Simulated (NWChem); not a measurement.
# One shape, several levels: C4H3S (SMILES C=[C]C=C=S)

Aim: a comparison of 3 runs (UHF/STO-3G, UHF/3-21G, UB3LYP/6-31G*) of C4H3S. 

The calculation is run with NWChem 7.3.0.

### 1 The system as given

C4H3S: 8 atoms, total charge 0, spin state doublet. SMILES: `C=[C]C=C=S`. Geometry: relaxed at GFN2-xTB. This is one conformer, not always the lowest.

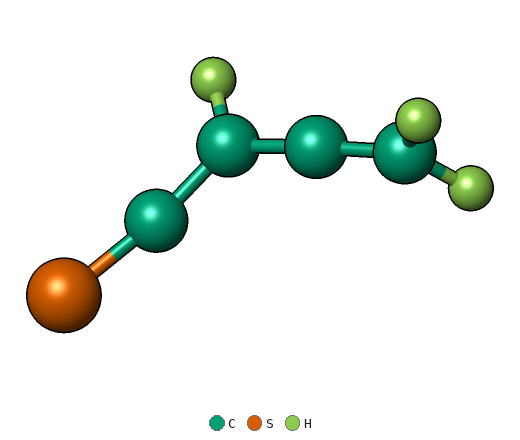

Viewed from a chosen angle; carbon teal, sulfur orange, hydrogen green.

### 2 Energy and forces at UHF/STO-3G (run 1)

Input file run.py:

```python
from ase import Atoms
from ase.calculators.nwchem import NWChem

system = Atoms(['C', 'C', 'C', 'C', 'S', 'H', 'H', 'H'], positions=[
    [-1.725030, -0.031780, -0.179720],
    [-0.480190, -0.156330, 0.130810],
    [0.823140, -0.361020, 0.355430],
    [1.852470, 0.351870, -0.158130],
    [2.990550, 1.364510, -0.484120],
    [-2.414190, 0.543830, 0.423990],
    [-2.157500, -0.498970, -1.056800],
    [1.110760, -1.212120, 0.968540],
])

calc = NWChem(
    label='c4h3s',
    theory='scf',
    memory='2200 mb',
    basis='STO-3G',
    basispar='spherical bse',
    scf={'nopen': '1', 'uhf': None, 'thresh': '1e-08', 'maxiter': '80'},
)
system.calc = calc

forces = system.get_forces()
print("Total energy (eV):", round(system.get_potential_energy(), 6))
print("forces (eV/A):")
for s, f in zip(system.symbols, forces):
    print(f"{s:2s} {f[0]:10.5f} {f[1]:10.5f} {f[2]:10.5f}")
```

Started as:

```
$ export ASE_NWCHEM_COMMAND="nwchem PREFIX.nwi > PREFIX.nwo"
$ python run.py
```

Standard output:

```text
Total energy (eV): -14813.081052
forces (eV/A):
C    -2.19156    0.18188   -0.55798
C    -0.12665    0.13159    0.19880
C     1.13293   -1.35909    1.04366
C    -0.21644   -0.38021   -0.31630
S     1.74511    1.54492   -0.49586
H    -0.16069    0.09899    0.07379
H    -0.07878   -0.03810   -0.10547
H    -0.10392   -0.18003    0.15936
```

The calculator wrote c4h3s.nwi:

```
title "c4h3s"

permanent_dir c4h3s

scratch_dir c4h3s

start c4h3s

geometry units angstrom nocenter noautosym noautoz
  C  -1.7250300000000001e+00 -3.1780000000000003e-02 -1.7971999999999999e-01
  C  -4.8019000000000001e-01 -1.5633000000000000e-01 1.3081000000000001e-01
  C  8.2313999999999998e-01 -3.6102000000000001e-01 3.5543000000000002e-01
  C  1.8524700000000001e+00 3.5187000000000002e-01 -1.5812999999999999e-01
  S  2.9905499999999998e+00 1.3645099999999999e+00 -4.8411999999999999e-01
  H  -2.4141900000000001e+00 5.4383000000000004e-01 4.2398999999999998e-01
  H  -2.1575000000000002e+00 -4.9897000000000002e-01 -1.0568000000000000e+00
  H  1.1107600000000000e+00 -1.2121200000000001e+00 9.6853999999999996e-01
end

memory 2200 mb

basis spherical bse noprint
   * library STO-3G
end

scf
  nopen 1
  uhf
  thresh 1e-08
  maxiter 80
end

task scf gradient
```

c4h3s.nwo:

```text
Northwest Computational Chemistry Package (NWChem) 7.3.0
             --------------------------------------------------------

           Job information
           ---------------

    nwchem branch   = 7.3.0
    use scalapack   = T
    input           = c4h3s.nwi
    prefix          = c4h3s.
    data base       = c4h3s/c4h3s.db
    status          = startup
    nproc           =        1

           Memory information
           ------------------

[... 5 lines left out ...]
    hardfail = no
[... 38 lines left out ...]
            Nuclear Dipole moment (a.u.)
[... 85 lines left out ...]
 2-e energy   =     369.304981
[... 17 lines left out ...]
  ga_iter_lsolve: convergence stagnant ... aborting solve
[... 13 lines left out ...]
      One electron energy =  -1074.363536781803
[... 9 lines left out ...]
          Final alpha eigenvalues
[... 265 lines left out ...]
                     UHF Final Beta Molecular Orbital Analysis
[... 264 lines left out ...]
                 ----------------------------------------
                 |  Time  |  1-e(secs)   |  2-e(secs)   |
                 ----------------------------------------
                 |  CPU   |       0.00   |       0.35   |
                 ----------------------------------------
                 |  WALL  |       0.00   |       0.35   |
                 ----------------------------------------

 Task  times  cpu:        9.6s     wall:        9.6s
 Total times  cpu:        9.7s     wall:        9.7s
```

Run time: 11 s. Hardware: 1 thread of Intel Xeon Platinum 8259CL at 2.50GHz (Skylake/Cascade Lake), shared host; peak memory 0.1 GiB.

### 3 Energy and gradient at UHF/3-21G (run 2)

Input file struct.nw:

```
start struct
title "C4H3S"
memory total 2200 mb
charge 0

geometry units au noautosym nocenter noautoz
  C     -3.25983426    -0.06005550    -0.33962158
  C     -0.90742759    -0.29542089     0.24719507
  C      1.55550916    -0.68222893     0.67166536
  C      3.50066095     0.66493793    -0.29882239
  S      5.65132046     2.57855019    -0.91485421
  H     -4.56215791     1.02768976     0.80122498
  H     -4.07708411    -0.94291664    -1.99706257
  H      2.09903219    -2.29057483     1.83027534
end

basis spherical bse
  * library 3-21G
end

scf
  doublet
  uhf
  thresh 1e-08
  maxiter 80
  noprint "final vectors analysis"
end

task scf gradient
```

Started as:

```
$ nwchem struct.nw > struct.out
```

Standard output:

```text
[...]
  functions       =    55
[...]
  wavefunction    = UHF
[...]
         Total SCF energy =   -547.797683645582
      One electron energy =  -1073.817336995228
      Two electron energy =    363.449854273142
 Nuclear repulsion energy =    162.569799076504
                       Sz =      0.5000
                 Sz(Sz+1) =      0.7500
                      S^2 =      1.2608
[...]
                         UHF ENERGY GRADIENTS
    atom               coordinates                        gradient
                 x          y          z           x          y          z
   1 C      -3.259834  -0.060056  -0.339622    0.026796  -0.001559   0.006228
   2 C      -0.907428  -0.295421   0.247195   -0.003556  -0.003162  -0.001130
   3 C       1.555509  -0.682229   0.671665   -0.012256   0.017189  -0.008311
   4 C       3.500661   0.664938  -0.298822    0.034869   0.027116  -0.010119
   5 S       5.651320   2.578550  -0.914854   -0.041431  -0.035416   0.012970
   6 H      -4.562158   1.027690   0.801225   -0.002921   0.001226   0.001158
   7 H      -4.077084  -0.942917  -1.997063   -0.002954  -0.001305  -0.002716
   8 H       2.099032  -2.290575   1.830275    0.001453  -0.004088   0.001919
[...]
```

Wall time 14 s (1 thread of Intel Xeon Platinum 8259CL at 2.50GHz (Skylake/Cascade Lake), shared host); peak memory 0.099 GiB.

### 4 Energy and gradient at UB3LYP/6-31G(d) (Cartesian functions) (run 3)

Input file c4h3s.nw:

```
start c4h3s
title "C4H3S gradient"
memory stack 880 mb heap 220 mb global 1100 mb

geometry noautosym nocenter noautoz
  C       -1.725030      -0.031780      -0.179720
  C       -0.480190      -0.156330       0.130810
  C        0.823140      -0.361020       0.355430
  C        1.852470       0.351870      -0.158130
  S        2.990550       1.364510      -0.484120
  H       -2.414190       0.543830       0.423990
  H       -2.157500      -0.498970      -1.056800
  H        1.110760      -1.212120       0.968540
end

basis
  * library 6-31G*
end

dft
  xc b3lyp
  mult 2
  grid xfine
  convergence energy 1e-08
  iterations 100
  mulliken
end

task dft gradient
```

Started as:

```
$ nwchem c4h3s.nw > c4h3s.out
```

Standard output:

```text
[...]
          Wavefunction type:  spin polarized.
          No. of atoms     :     8
          No. of electrons :    43
[...]
          Charge           :     0
          Spin multiplicity:     2
[...]
          AO basis - number of functions:    85
[...]
              XC Information
              --------------
                         B3LYP Method XC Potential
                     Hartree-Fock (Exact) Exchange  0.200
                        Slater Exchange Functional  0.800 local
                    Becke 1988 Exchange Functional  0.720 non-local
              Lee-Yang-Parr Correlation Functional  0.810
                  VWN I RPA Correlation Functional  0.190 local
[...]
 d= 0,ls=0.0,diis     1   -552.2046468237 -7.15D+02  8.91D-03  1.93D-01     6.5
[...]
 d= 0,ls=0.0,diis    16   -552.2839310576 -6.10D-09  7.88D-06  4.94D-10    96.4
[...]
         Total DFT energy =     -552.283931057551
      One electron energy =    -1078.338876180392
           Coulomb energy =      411.911165198944
    Exchange-Corr. energy =      -48.426030840755
 Nuclear repulsion energy =      162.569810764652
[...]
      Total Density - Mulliken Population Analysis
     ---------------------------------------------
    Atom       Charge   Shell Charges
 -----------   ------   -------------------------------------------------------
    1 C    6     6.52   1.99  0.69  2.10  0.63  1.09  0.02
    2 C    6     5.69   1.99  0.73  2.00  0.46  0.52 -0.01
    3 C    6     6.34   1.99  0.69  2.15  0.53  0.96  0.01
    4 C    6     5.98   1.99  0.75  1.92  0.59  0.72  0.00
    5 S   16    16.01   2.00  1.99  5.97  1.45  2.97  0.52  1.12  0.02
    6 H    1     0.83   0.53  0.31
    7 H    1     0.83   0.52  0.31
    8 H    1     0.80   0.52  0.28
[...]
      <S2> =      0.7717 (Exact =     0.7500)
[...]
  wavefunction    = open shell
[...]
```

Run time: 1.8 min. Hardware: 1 thread of Intel Xeon Platinum 8259CL at 2.50GHz (Skylake/Cascade Lake), shared host; peak memory 0.15 GiB.

### 5 The series

```
run                                level  Cartesian functions  iteration cap  energy (Eh)  dipole moment (D)  HOMO energy (eV)  LUMO energy (eV)  wall time
  1                           UHF/STO-3G                   no             80  -544.370692               0.28             -5.00              5.87       11 s
  2                            UHF/3-21G                   no             80  -547.797684               2.15                 –                 –       14 s
  3  UB3LYP/6-31G* (Cartesian functions)                  yes            100  -552.283931               1.30             -4.42             -2.33    1.8 min
```

### 6 Results

| quantity | value |
| --- | --- |
| run 3: total energy | -552.28393 Eh |
| run 3: dipole moment | 1.30 D |
| run 3: HOMO energy (highest over α and β) | -4.42 eV |
| run 3: LUMO energy (lowest over α and β) | -2.33 eV |
| run 3: ⟨S²⟩ | 0.772 |
| run 3: largest force on an atom | 0.688 eV/Å |

What this shows: The dipole moment (its size) runs from 0.28 D (UHF/STO-3G) to 2.15 D (UHF/3-21G). In run 1 the basis is minimal, so the values are rough. Spin contamination of the reference: run 1 ⟨S²⟩ = 1.75, run 2 ⟨S²⟩ = 1.26. Where it is this large, the reference is a mixture of spin states, and values that rest on it are in doubt. All runs together took 2.2 min, the longest 1.8 min.
